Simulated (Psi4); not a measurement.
# CH5BN (SMILES B[N]C): UHSE06/def2-SVPD

Aim: the vertical ionisation energy of CH5BN at UHSE06/def2-SVPD, from 2 runs. 

The results are computed with Psi4 1.11.

### Step 1. Starting point

CH5BN: 8 atoms, total charge 0, spin state doublet. SMILES: `B[N]C`. The coordinates come from a PBE0-D4/def2-TZVP relaxation.

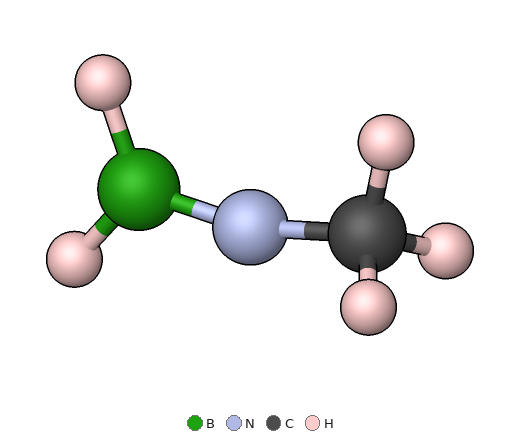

The structure, seen from a chosen angle (boron green, nitrogen light blue, carbon dark grey, hydrogen pink).

### Step 2. The energy at UHSE06/def2-SVPD

Contents of job.inp:

```
memory 2200 mb

molecule m {
  0 2
  B     -0.373900     1.096100    -0.965000
  N      0.058500     0.275600    -0.008700
  C      0.339600    -0.835900     0.776800
  H     -1.007800     0.632300    -1.885400
  H     -0.143000     2.276400    -0.921600
  H     -0.096400    -0.755000     1.778600
  H      1.416200    -1.018200     0.865300
  H     -0.101000    -1.728600     0.304400
  symmetry c1
}

set basis def2-SVPD
set reference uks
set puream true
set e_convergence 1e-09
set d_convergence 1e-08
set scf_type pk
set dft_radial_points 99
set dft_spherical_points 590
set maxiter 100

result, w = energy("hse06", return_wfn=True)
oeprop(w, "LOWDIN_CHARGES", "MAYER_INDICES", "QUADRUPOLE")
print_variables()
```

Run with:

```console
$ psi4 job.inp job.out -n 1
```

job.out:

```text
[...]
  Running in c1 symmetry.
[...]
  Nuclear repulsion =   63.858645311702894
[...]
  Multiplicity = 2
[...]
  Nalpha       = 12
  Nbeta        = 11
[...]
    Number of basis functions: 100
[...]
   @UKS iter   1:  -120.22519428057748   -3.96397e-01   6.16623e-03 DIIS/ADIIS
[...]
   @UKS iter  14:  -120.44380226410533   -6.35225e-12   1.95782e-09 DIIS
[...]
   @S^2 Observed:                7.591540421E-01
[...]
    Orbital Energies [Eh]
    ---------------------
    Alpha Occupied:
       1A    -14.405704     2A    -10.271174     3A     -6.758060
       4A     -0.906320     5A     -0.692070     6A     -0.522572
       7A     -0.474036     8A     -0.458110     9A     -0.411693
      10A     -0.369116    11A     -0.284587    12A     -0.248014
    Alpha Virtual:
      13A      0.001570    14A      0.010001    15A      0.047251
      16A      0.082642    17A      0.085907    18A      0.100580
      19A      0.111034    20A      0.119070    21A      0.125572
      22A      0.138468    23A      0.155565    24A      0.174371
      25A      0.182755    26A      0.195517    27A      0.241140
[...]
  @UKS Final Energy:  -120.44380226410533
   => Energetics <=
    Nuclear Repulsion Energy =             63.8586453117028938
    One-Electron Energy =                -287.2730519034097370
    Two-Electron Energy =                 117.0287125802305184
    DFT Exchange-Correlation Energy =     -14.0581082526290189
    Empirical Dispersion Energy =           0.0000000000000000
    VV10 Nonlocal Energy =                  0.0000000000000000
    Total Energy =                       -120.4438022641053294
  UHF NO Occupations:
  HONO-2 :   10  A 1.9985603
  HONO-1 :   11  A 1.9982883
[...]
 Multipole Moments:
 ------------------------------------------------------------------------------------
     Multipole            Electronic (a.u.)      Nuclear  (a.u.)        Total (a.u.)
 ------------------------------------------------------------------------------------
 L = 1.  Multiply by 2.5417464519 to convert [e a0] to [Debye]
 Dipole X            :         -0.1703143            0.3450458            0.1747315
 Dipole Y            :          1.4293053           -2.0721516           -0.6428463
 Dipole Z            :         -0.6919012            1.1664878            0.4745866
 Magnitude           :                                                    0.8179333
 L = 2.  Multiply by 1.3450342976 to convert [e a0^2] to [Debye ang]
 Quadrupole XX       :        -30.8817700           15.9251094          -14.9566606
 Quadrupole XY       :         20.8285202          -20.9127125           -0.0841923
[...]
```

Run time: 89 s. Hardware: 1 thread of Intel Xeon Platinum 8375C at 2.90GHz (Ice Lake), shared host; peak memory 1.1 GiB.

### Step 3. The singlet cation: energy and forces at HSE06/def2-SVPD

Contents of input.json:

```json
{
  "schema_name": "qcschema_input",
  "schema_version": 1,
  "molecule": {
    "schema_name": "qcschema_molecule",
    "schema_version": 2,
    "symbols": ["B", "N", "C", "H", "H", "H", "H", "H"],
    "geometry": [-0.7065686, 2.07132881, -1.82358571, 0.11054898, 0.52080852, -0.01644062, 0.64175099, -1.57962207, 1.46793925, -1.90446599, 1.19487383, -3.56288964, -0.27023084, 4.30177255, -1.7415716, -0.1821696, -1.42674322, 3.36106689, 2.67623014, -1.92411914, 1.63518002, -0.19086234, -3.26658058, 0.57523263],
    "molecular_charge": 1,
    "molecular_multiplicity": 1,
    "fix_symmetry": "c1"
  },
  "driver": "gradient",
  "model": {
    "method": "hse06",
    "basis": "def2-SVPD"
  },
  "keywords": {
    "puream": true,
    "e_convergence": 1e-09,
    "d_convergence": 1e-08,
    "scf_type": "pk",
    "dft_radial_points": 99,
    "dft_spherical_points": 590,
    "scf_properties": ["WIBERG_LOWDIN_INDICES", "DIPOLE", "LOWDIN_CHARGES"]
  }
}
```

Run with:

```console
$ psi4 --qcschema input.json -n 1 --memory 2200MB
```

stdout:

```text
[...]
  Running in c1 symmetry.
[...]
  Nuclear repulsion =   63.858645296289922
[...]
  Multiplicity = 1
[...]
  Nalpha       = 11
  Nbeta        = 11
[...]
    Number of basis functions: 100
[...]
   @RKS iter   1:  -120.01265382699151   -1.83856e-01   3.99847e-03 ADIIS/DIIS
[...]
   @RKS iter  11:  -120.09652494668258   -3.89662e-11   6.23723e-09 DIIS
[...]
    Orbital Energies [Eh]
    ---------------------
    Doubly Occupied:
       1A    -14.736153     2A    -10.513109     3A     -7.041897
       4A     -1.173058     5A     -0.952091     6A     -0.779143
       7A     -0.707871     8A     -0.698707     9A     -0.674557
      10A     -0.615224    11A     -0.547716
[...]
  @RKS Final Energy:  -120.09652494668258
   => Energetics <=
    Nuclear Repulsion Energy =             63.8586452962899216
    One-Electron Energy =                -281.0920964480018256
    Two-Electron Energy =                 110.8956471020858316
    DFT Exchange-Correlation Energy =     -13.7587208970565005
    Empirical Dispersion Energy =           0.0000000000000000
    VV10 Nonlocal Energy =                  0.0000000000000000
    Total Energy =                       -120.0965249466825782
[...]
 Multipole Moments:
 ------------------------------------------------------------------------------------
     Multipole            Electronic (a.u.)      Nuclear  (a.u.)        Total (a.u.)
 ------------------------------------------------------------------------------------
 L = 1.  Multiply by 2.5417464519 to convert [e a0] to [Debye]
 Dipole X            :         -0.4700587            0.3450458           -0.1250129
 Dipole Y            :          1.8811453           -2.0721516           -0.1910063
 Dipole Z            :         -1.3201165            1.1664878           -0.1536287
 Magnitude           :                                                    0.2751607
[...]
  -Total Gradient:
     Atom            X                  Y                   Z
    ------   -----------------  -----------------  -----------------
       1       -0.024504954159     0.011636603197    -0.044123673395
       2        0.027773037926     0.025185421662     0.038967754097
       3       -0.017740574217    -0.043306771567    -0.016873783748
       4        0.003698338052     0.005273069564     0.004605049101
       5        0.000004087008    -0.009150946728     0.002658878624
       6        0.009519293818     0.001570324012    -0.003254117506
       7       -0.006564085932     0.004334821889     0.006434178462
       8        0.007820036515     0.004449878986     0.011596535311
[...]
```

The result, in JSON:

```text
{
 "driver": "gradient",
 "model": {
  "method": "hse06",
  "basis": "def2-SVPD"
 },
 "success": true,
 "return_result": [-0.02450495415867253, 0.011636603196761075, -0.04412367339502865, 0.02777303792612547, 0.02518542166237962, 0.038967754096833035, -0.017740574217260316, -0.04330677156674646, -0.016873783748263302, 0.0036983380522843667, 0.005273069563764589, 0.004605049100913708, 4.087007735714687e-06, -0.009150946728275072, 0.0026588786244479893, 0.00951929381760494, 0.0015703240121912737, -0.003254117506170273, -0.006564085931900804, 0.004334821888710129, 0.006434178461645464, 0.00782003651481615, 0.004449878985668787, 0.011596535311320502],
 "properties": {
  "calcinfo_nbasis": 100,
  "calcinfo_nmo": 100,
  "calcinfo_nalpha": 11,
  "calcinfo_nbeta": 11,
  "calcinfo_natom": 8,
  "nuclear_repulsion_energy": 63.85864529628992,
  "return_energy": -120.09652494668258,
  "return_gradient": [-0.02450495415867253, 0.011636603196761075, -0.04412367339502865, 0.02777303792612547, 0.02518542166237962, 0.038967754096833035, -0.017740574217260316, -0.04330677156674646, -0.016873783748263302, 0.0036983380522843667, 0.005273069563764589, 0.004605049100913708, 4.087007735714687e-06, -0.009150946728275072, 0.0026588786244479893, 0.00951929381760494, 0.0015703240121912737, -0.003254117506170273, -0.006564085931900804, 0.004334821888710129, 0.006434178461645464, 0.00782003651481615, 0.004449878985668787, 0.011596535311320502],
  "scf_one_electron_energy": -281.0920964480018,
  "scf_two_electron_energy": 110.89564710208583,
  "scf_xc_energy": -13.7587208970565,
  "scf_dipole_moment": [-0.12501290837161905, -0.19100625179539366, -0.15362870147076046],
  "scf_total_energy": -120.09652494668258,
  "scf_total_gradient": [-0.02450495415867253, 0.011636603196761075, -0.04412367339502865, 0.02777303792612547, 0.02518542166237962, 0.038967754096833035, -0.017740574217260316, -0.04330677156674646, -0.016873783748263302, 0.0036983380522843667, 0.005273069563764589, 0.004605049100913708, 4.087007735714687e-06, -0.009150946728275072, 0.0026588786244479893, 0.00951929381760494, 0.0015703240121912737, -0.003254117506170273, -0.006564085931900804, 0.004334821888710129, 0.006434178461645464, 0.00782003651481615, 0.004449878985668787, 0.011596535311320502],
  "scf_iterations": 11
 }
}
```

It took 63 s on 1 thread of Intel Xeon Platinum 8375C at 2.90GHz (Ice Lake), shared host; peak memory 1.1 GiB.

### Step 4. Results

At UHSE06/def2-SVPD:

| quantity | value |
| --- | --- |
| doublet CH5BN: total energy | -120.44380 Eh |
| doublet CH5BN: dipole moment | 2.08 D |
| doublet CH5BN: HOMO energy (highest over α and β) | -6.75 eV |
| doublet CH5BN: LUMO energy (lowest over α and β) | -3.06 eV |
| doublet CH5BN: ⟨S²⟩ | 0.759 |
| singlet cation: total energy | -120.09652 Eh |
| singlet cation: HOMO energy | -14.90 eV |
| singlet cation: LUMO energy | -12.03 eV |
| singlet cation: HOMO–LUMO gap | 2.87 eV |
| singlet cation: largest force on an atom | 2.781 eV/Å |
| vertical ionisation energy (to the singlet cation) | 9.450 eV |

What this shows: Removing an electron at fixed nuclei costs 9.45 eV (218 kcal/mol). Only the singlet of the ionised species was computed; a triplet could lie lower.
